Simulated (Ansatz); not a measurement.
**BaTiO3 (R3m): a many-body input that goes wrong, and its mend**

Aim: the G0W0 gap of BaTiO3 (R3m). The first input has a fault.

Main program and level: Ansatz 0.2.0; G0W0 on r2SCAN, plane waves, PAW.

**1. The starting structure**

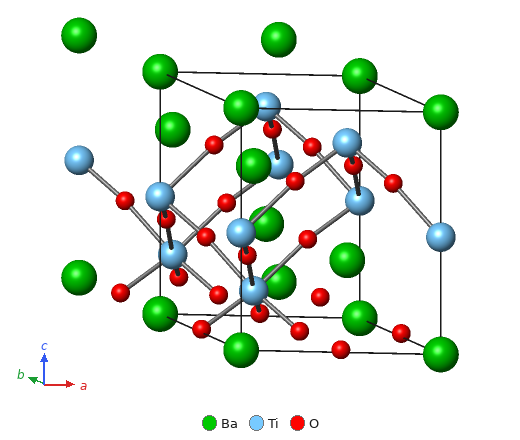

Start, viewed slightly off an axis; barium green, titanium blue, oxygen red. 1×2×1 cells are drawn. This picture shows the conventional cell, with its axes. Some periodic images of atoms are drawn too.

Coordinates:

```cif
data_structure
_symmetry_space_group_name_H-M 'P 1'
_symmetry_Int_Tables_number 1
_cell_length_a 4.0042
_cell_length_b 4.0042
_cell_length_c 4.0042
_cell_angle_alpha 89.837
_cell_angle_beta 89.837
_cell_angle_gamma 89.837
_cell_volume 64.20
loop_
_atom_site_label
_atom_site_type_symbol
_atom_site_fract_x
_atom_site_fract_y
_atom_site_fract_z
_atom_site_occupancy
Ba1 Ba 0.00000 0.00000 0.00000 1
Ti2 Ti 0.48450 0.48450 0.48450 1
O3 O 0.50860 0.50860 0.01750 1
O4 O 0.01750 0.50860 0.50860 1
O5 O 0.50860 0.01750 0.50860 1
```

The cell and positions come from the Crystallography Open Database and are kept as given unless a step says otherwise. Spin-orbit coupling is left out unless a step names it. The default PAW set here is soft_2. Its files were made with PBE.

**2. First try**

input.yaml

```yaml
crystal:
  lattice:
    - [2.8273666084, 1.6323808724, 2.3183934932]
    - [-2.8273666084, 1.6323808724, 2.3183934932]
    - [0.0, -3.2647617449, 2.3183934932]
  atoms:
    - { symbol: Ba, position: [0.0, 0.0, 0.0] }
    - { symbol: Ti, position: [0.4845, 0.4845, 0.4845] }
    - { symbol: O, position: [0.5086, 0.5086, 0.0175] }
    - { symbol: O, position: [0.0175, 0.5086, 0.5086] }
    - { symbol: O, position: [0.5086, 0.0175, 0.5086] }
kpoints:
  mp_grid: { grid: [4, 4, 4] }
hamiltonian:
  xc: r2scan
scf:
  occupations: { method: fixed }
gw:
  n_empty_bands: 100000
  ecut_chi: 80
  qp_bands: [v2, c2]
  qp_kpoints: band_edges
  screening: { model: contour_deformation }
```

Started as:

```bash
$ ansatz run input.yaml --threads 3 --pin off --max-ram 92160MiB --backend cuda --events-out ev --progress --plain --runs-dir out --devices 1 --max-vram 13GiB  # rebuilt from the run's record
```

Numbers of over 12 decimals in the logs are rounded to 6 here.

What it wrote:

```text
Error: inconsistent input (gw.n_empty_bands, basis.ecutwfc): the count of 100020 bands up to the last of gw.n_empty_bands exceeds the smallest per-k basis n_pw = 1624 of the GW NSCF pass (the SCF k-mesh) (at k = [0.250000, -0.500000, -0.500000] in reciprocal lattice vectors) — raise basis.ecutwfc, or ask for fewer bands where the run can do with them
```

It took 0.2 s on 3 threads of AMD EPYC 7R13 (Zen 3), shared host; peak memory 0.11 GiB.

**Diagnosis.**

The program refused the input before any cycle.

The program's message: “Error: inconsistent input (gw.n_empty_bands, basis.ecutwfc): the count of 100020 bands up to the last of gw.n_empty_bands exceeds the smallest per-k basis n_pw = 1624 of the GW NSCF pass (the SCF k-me …”

The fault: more bands than plane waves. A basis holds no more bands than it has plane waves.

**3. A better input**

Now the one-shot GW correction: screening in the RPA, then the self-energy of the levels asked for.

Edit input.yaml of step 2 so:

```diff
@@ -18,4 +18,4 @@
 gw:
-  n_empty_bands: 100000
-  ecut_chi: 80
+  n_empty_bands: 508
+  ecut_chi: 230.0
   qp_bands: [v2, c2]
```

What it wrote:

```text
GPUs: using 1 of 1 available (devices: 1).
[...]
device memory: the entry about to start is reckoned to put 0.9 GiB on a device that reports 48.9 GiB free (of which the cap on the GPU budget leaves the run 13.0 GiB)
GPU FFT provider: cuFFT
GPU libraries: cuBLAS 13.8.2, cuFFT 12.4.0, cuSOLVER 12.3.4
Crystal: 5 atoms, lattice volume = 64.201 Å³
Basis set: ecut = 500 eV, 1647 PW (Γ), exchange–correlation on 120×120×120 points (64 copies of the dense FFT grid, shifted against one another)
Bands: 25, of which v1, the nominal top of the filled ones, is band 20 counted from 1 (19 counted from 0)
Symmetry: 6 space group operations
[...]
k-points: 13 of 64 (time reversal used)
[...]
GPU buffer pool allocated for 27000 grid points (all kernels)
GPU transforms: local potential and band sums: pruned to the plane-wave sphere, on 30×30×30
[...]
0    19      9.5490   -25.9150     3.8620   -21.6810  0.7397     9.1748     9.1770  root
     0    20      9.5490   -25.9150     3.8620   -21.6810  0.7397     9.1748     9.1770  root
     0    21     12.7147   -12.9312    -6.2984   -20.1616  0.7472    13.6604    13.6467  root
     0    22     12.7147   -12.9312    -6.2984   -20.1616  0.7472    13.6604    13.6467  root
     1    19      9.2895   -25.4164     3.8048   -21.2214  0.7378     8.8967     8.8993  root
     1    20      9.3088   -25.8606     3.9677   -21.5090  0.7379     8.9223     8.9248  root
     1    21     12.7962   -13.1226    -6.3516   -20.4154  0.7446    13.7517    13.7373  root
     1    22     13.3851   -13.8425    -6.5886   -21.4142  0.7310    14.3861    14.3682  root
[...]
12    19      9.9033   -25.8945     4.3126   -21.2240  0.7325     9.5432     9.5454  root
    12    20      9.9174   -25.9199     4.3227   -21.2390  0.7326     9.5570     9.5592  root
    12    21     14.6501   -14.5100    -7.6004   -23.1315  0.6951    15.7005    15.6712  root
    12    22     14.8061   -14.5936    -7.6762   -23.2968  0.6924    15.8636    15.8331  root
[key lines of the parts left out:]
SCF converged after 7 iterations
Free energy (F): -10183.827721 eV
Fermi energy:    9.917450 eV
```

Run time: 45 s. Hardware: 1 × NVIDIA H100 80GB HBM3 (shared by 6 runs) with 3 threads; peak memory 1.9 GiB; 90 s of CPU time.

The column dr2 measures how far the density is from self-consistency, as an energy; F and HF (Harris–Foulkes) agree once it is small.

This step gave:

```yaml
bands_summed: 528
rpa_eps_infinity_on_this_mesh_eigenvalues: 4.731, 5.123, 5.123
plane_waves_in_the_screening_matrix: 485
q_points_in_the_mesh: 64
g0w0_gap_on_the_mesh: 4.087 eV
k_of_the_valence_top: -0.5, -0.5, -0.5
k_of_the_conduction_bottom: 0, 0, 0
starting_gap_on_the_mesh: 2.797 eV
z_at_the_valence_top: 0.7326
z_at_the_conduction_bottom: 0.7472
least_direct_g0w0_gap_on_the_computed_points: 4.470 eV
```

The gap on the mesh goes from 2.80 eV to 4.09 eV, a correction of +1.29 eV. Between the two edge states, bare exchange in place of the xc potential would open the gap by 11.91 eV, and correlation takes back 10.62 eV.

**4. What came out**

```json
{
  "first try": "refused after 0.2 s",
  "better run": "G0W0 gap on the mesh 4.09 eV (4×4×4 mesh, 508 empty bands, screening to 230 eV)"
}
```

**Reading.** The second run differs in: empty bands and screening cutoff (eV). Bands and cutoff are finite, so the gap is not at the basis limit. The miss can reach some tenths of an eV and take either sign; the mesh is an error of its own. The 4×4×4 mesh is coarse for this cell (its supercell is 16 Å along the shortest edge). The RPA ε∞ on it, from the r2SCAN start, is 4.73 and 5.12; such meshes misread the long-range screening, most where the gap is narrow. The many-body steps are scalar-relativistic: spin-orbit coupling is not in them.

[Paths, hosts, dates, memory and timing lines, banners, echoed tables and standing remarks are left out of the program output.]

[Logs are printed without paths, hosts, clocks, repeated set-up lines and the standing remarks that a program may print on its own settings, such as how far it seeks lower states.]

[Runs of the session that timed out or met a known fault of the program may be left out.]

[Cells called generated may have been cut or substituted from an entry of the Crystallography Open Database or the Materials Project.]

[Hosts, paths, dates, database ids (printed as entryN), source tags and the programs' standing remarks are cut or masked in the printed files.]
